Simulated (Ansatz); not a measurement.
F$_{3}$H$_{2}$NSi···H$_{2}$

```xyz
9

Si   -0.7034    0.0928   -1.0171
N     0.5488    0.7125   -0.0949
F    -0.3474   -1.3729   -1.4659
F    -1.0378    0.8802   -2.3432
F    -2.0292    0.0965   -0.1692
H     0.7549   -1.0384    2.1541
H     0.8787   -1.4417    2.7711
H     1.5127    0.5597   -0.3378
H     0.4226    1.5113    0.5029
```

The reactant side of a reaction path; geometry: PBE0-D4/def2-TZVP.

Method: RKS PBE0-D4/def2-TZVPP (Ansatz 0.2.0).

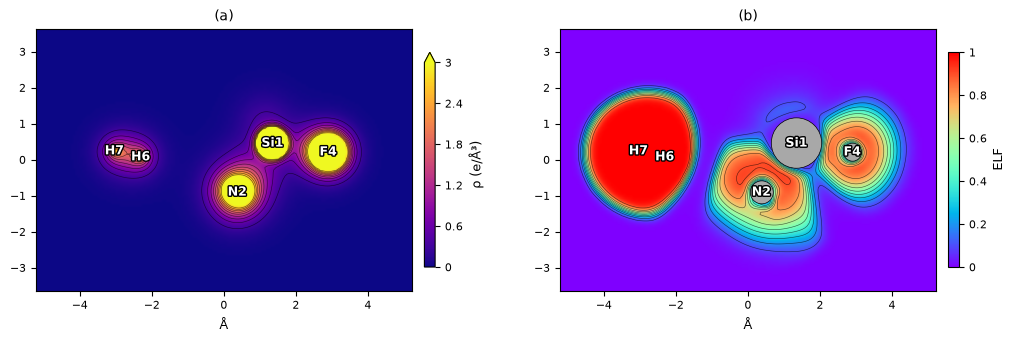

Figure 1. (a) electron density; (b) electron localisation function on the plane of atoms N2, Si1 and F4. Grey discs cover the atomic cores in the ELF map.

### Interpret the plot.

The section cuts through Si, N, F and H sites.
N2···H6 (2.86 Å): the density falls to about 0.04 e/Å³ on the way; the ELF dips to about 0 between them (a non-bonded, intermolecular contact).
Si–F (1.58 Å): ρ at the midpoint is about 1.3 e/Å³; the ELF peaks at about 0.85 in the valence shell of F, 0.6 Å from its nucleus, and is about 0.55 at the midpoint.
Si–N (1.67 Å): the density is about 1.2 e/Å³ at the midpoint; the ELF peaks at about 0.90 between the atoms: a polar covalent bond.
H–H (0.75 Å): ρ is about 1.8 e/Å³ halfway; the ELF is about 1 at the midpoint.
The ELF also peaks beside N2 and F4, away from the bonds: lone-pair regions.

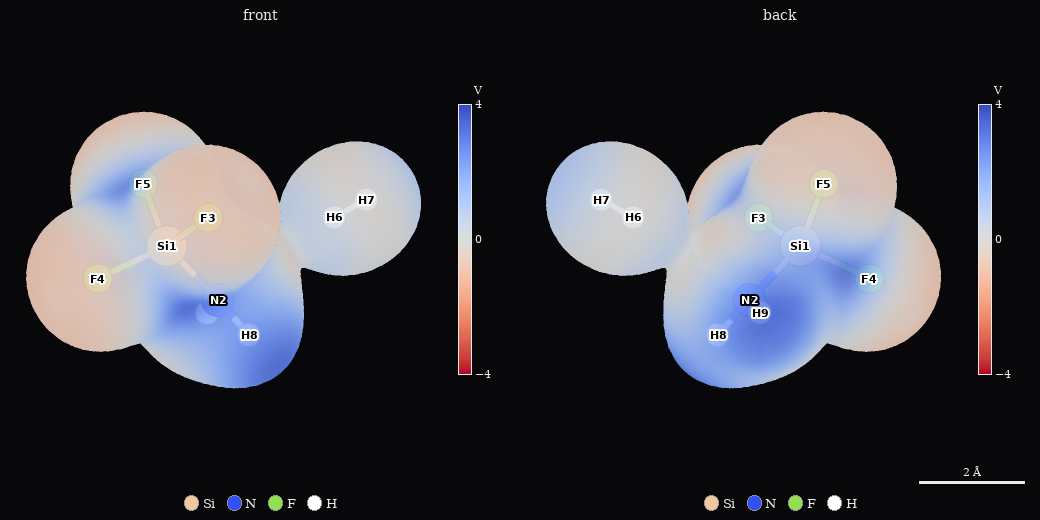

Figure 2. The electrostatic potential painted on the density surface at 0.004 e/bohr³, seen from the front and from behind; red is negative and blue positive.

### Describe the electrostatic potential map.

The most negative region (about −0.8 V) lies over F3 and F4, the most positive (about +3.2 V) over H8 and H9.

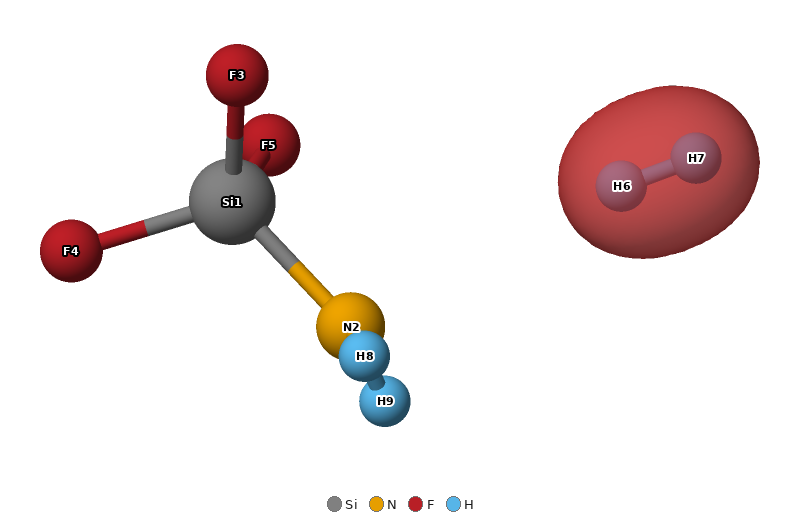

Figure 3. The HOMO−1 at ±0.3 Å⁻³ᐟ² (green and red are the two phases), seen at a tilt.

### What is the character of this orbital?

It lies mainly on H7 (about 50 %) and H6 (about 50 %). Its energy is −11.89 eV.

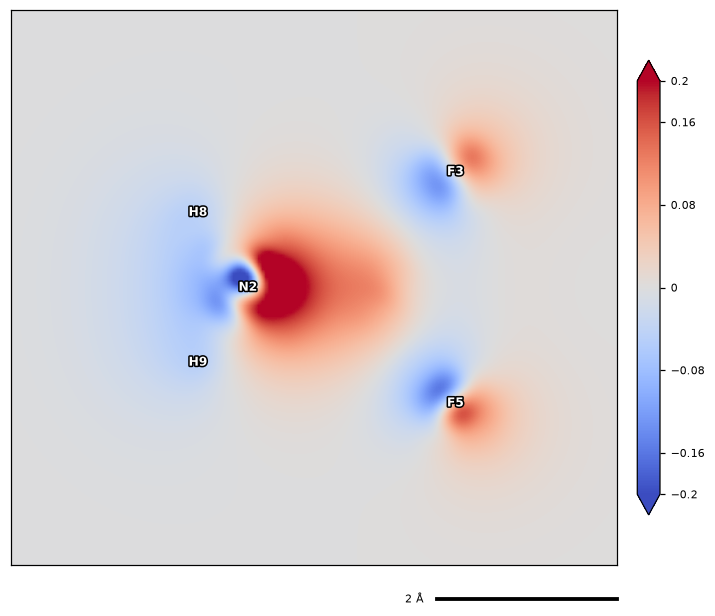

Figure 4. The HOMO on the plane of atoms H8, N2 and H9 (values in Å⁻³ᐟ²; the overall sign is arbitrary).

### What is the character of this orbital?

By Hirshfeld shares it lies mainly on N2 (about 70 %); largely a lone pair of N2. Its energy is −8.71 eV.
